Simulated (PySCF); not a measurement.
**Excited-state calculation, with input and output: C7H14**

The run: excited-state calculation of C7H14 (1-heptene). Method and program: TDDFT PBE0/def2-SVPD, vertical, gas phase, core orbitals frozen in the response (PySCF 2.14.0).

The geometry comes from this level: GFN2-xTB.

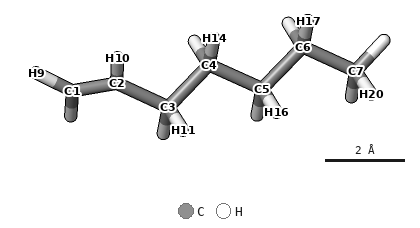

Figure 1. The structure as given in the input (stick view, seen at a tilt; atoms are numbered from 1 in the order of the input).

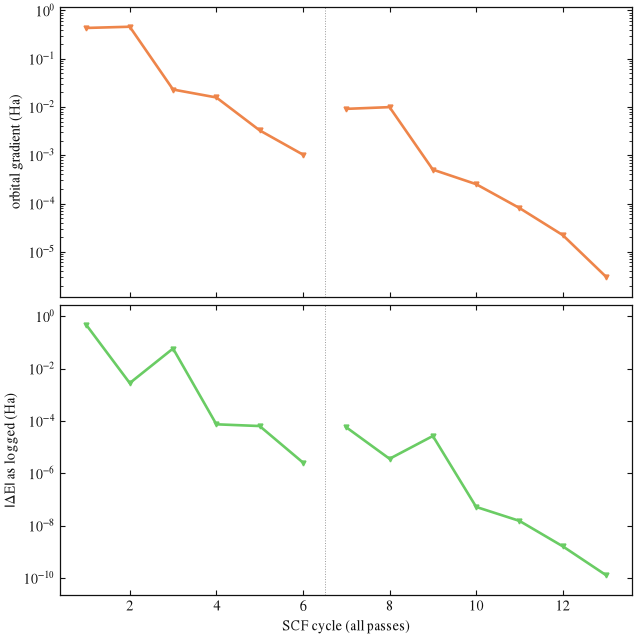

Figure 2. Convergence of the self-consistent field: orbital gradient and size of the energy change against the SCF cycle. The dotted line marks the change from a coarse to the final integration grid. The first 6 cycles use a coarse grid, the final grid takes over at cycle 7, and the field converges after 13 cycles in all.

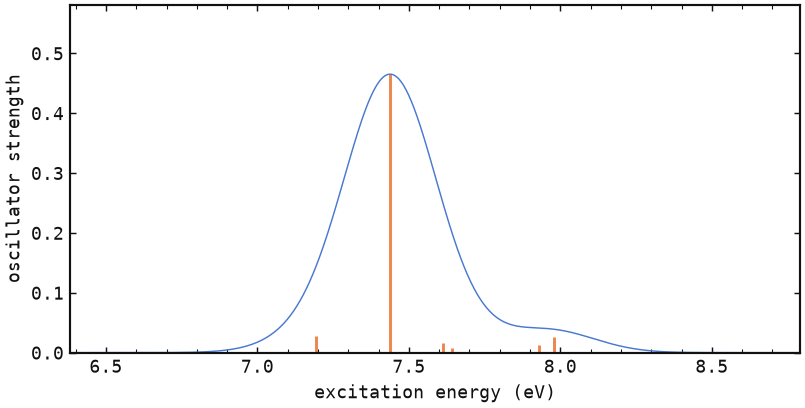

Figure 3. Computed excitations as sticks (degenerate states added up, dark ones marked on the axis), with a Gaussian envelope of 0.35 eV full width at half maximum, scaled to the tallest. Of the 6 states the lowest lies at 7.19 eV (f = 0.028); the strongest line is at 7.44 eV, or 167 nm (f = 0.465).

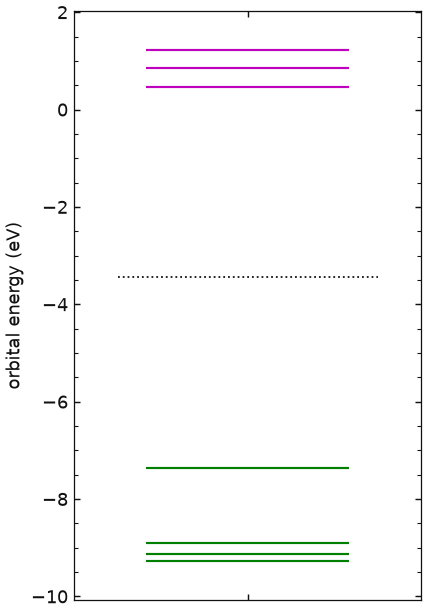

Figure 4. Orbital energies near the frontier; the dotted line parts filled from empty levels, and levels within 0.02 eV of each other stand side by side. Highest filled −7.35 eV, lowest empty 0.46 eV, 7.81 eV apart.

These pictures come from the run below.

## Input file
```
{"job": {"kind": "uv", "xc": "PBE0", "basis": "def2-SVPD", "nstates": 6, "ntriplets": 2}, "charge": 0, "multiplicity": 1}
C      3.840285     0.173581    -0.521524
C      2.863483    -0.362187     0.185300
C      1.579916     0.327980     0.518009
C      0.377499    -0.409434    -0.080873
C     -0.940408     0.279978     0.263877
C     -2.144252    -0.447073    -0.331175
C     -3.455933     0.248317     0.012895
H      3.773004     1.177802    -0.907385
H      4.749385    -0.359764    -0.741442
H      2.953125    -1.374857     0.558277
H      1.463970     0.364226     1.605672
H      1.603012     1.354036     0.144871
H      0.492232    -0.456255    -1.166593
H      0.359853    -1.435818     0.294260
H     -0.919157     1.306487    -0.110464
H     -1.048988     0.328119     1.350359
H     -2.167845    -1.472875     0.044373
H     -2.033987    -0.495581    -1.417068
H     -3.460683     1.265987    -0.371650
H     -3.595694     0.290407     1.091038
H     -4.297738    -0.286129    -0.421226
```

The first line tells a small driver script what to run in PySCF; the rest is the geometry in Å.

Launch command:
```bash
OMP_NUM_THREADS=1 python <driver script> task.json out
```

## Output
```
coarse grid: 16288 points
cycle   1  E = -274.5297456198  dE =  4.553e-01  |g| = 4.336e-01  |ddm| = 6.353e+00
cycle   2  E = -274.5269671702  dE =  2.778e-03  |g| = 4.595e-01  |ddm| = 1.636e+00
cycle   3  E = -274.5850708949  dE = -5.810e-02  |g| = 2.298e-02  |ddm| = 7.270e-01
cycle   4  E = -274.5851447935  dE = -7.390e-05  |g| = 1.574e-02  |ddm| = 7.920e-02
cycle   5  E = -274.5852082859  dE = -6.349e-05  |g| = 3.277e-03  |ddm| = 3.405e-02
cycle   6  E = -274.5852108421  dE = -2.556e-06  |g| = 1.030e-03  |ddm| = 7.302e-03
final grid: 153664 points
cycle   7  E = -274.6302432735  dE = -5.685e-05  |g| = 9.136e-03  |ddm| = 1.646e-01
cycle   8  E = -274.6302397141  dE =  3.559e-06  |g| = 9.924e-03  |ddm| = 3.215e-02
cycle   9  E = -274.6302661795  dE = -2.647e-05  |g| = 5.037e-04  |ddm| = 1.470e-02
cycle  10  E = -274.6302662310  dE = -5.156e-08  |g| = 2.516e-04  |ddm| = 1.401e-03
cycle  11  E = -274.6302662461  dE = -1.509e-08  |g| = 8.059e-05  |ddm| = 5.585e-04
cycle  12  E = -274.6302662477  dE = -1.612e-09  |g| = 2.215e-05  |ddm| = 1.694e-04
cycle  13  E = -274.6302662479  dE = -1.274e-10  |g| = 3.034e-06  |ddm| = 4.258e-05
converged SCF energy = -274.6302662479

Static polarisability (au): isotropic 87.796, principal 73.687 76.852 112.850

Singlet excitations
state   eV       nm        f      main configurations
  1   7.1944    172.3   0.02834   H->L+1 0.57, H->L+2 0.39
  2   7.4372    166.7   0.46522   H->L 0.89
  3   7.6136    162.8   0.01662   H->L+2 0.35, H->L+1 0.33, H->L+5 0.18
  4   7.6411    162.3   0.00830   H->L+3 0.59, H->L+4 0.25
  5   7.9303    156.3   0.01337   H-1->L 0.45, H->L+4 0.24, H->L+3 0.10
  6   7.9794    155.4   0.02600   H->L+4 0.44, H-1->L 0.26, H->L+3 0.10

Triplet excitations (Tamm-Dancoff, eV): 4.4692 7.0755
```

## Results in brief

```json
{"quantity": "outcome", "value": "converged"}
{"quantity": "total energy", "value": "−274.630266 hartree"}
{"quantity": "HOMO", "value": "−7.35 eV"}
{"quantity": "LUMO", "value": "0.46 eV"}
{"quantity": "dipole moment", "value": "0.46 D"}
{"quantity": "mean polarisability", "value": "87.80 a.u."}
{"quantity": "lowest singlet excitation", "value": "7.19 eV"}
{"quantity": "hardware", "value": "1 CPU thread, shared host"}
{"quantity": "wall time", "value": "48 s"}
{"quantity": "peak memory", "value": "1.1 GiB"}
```
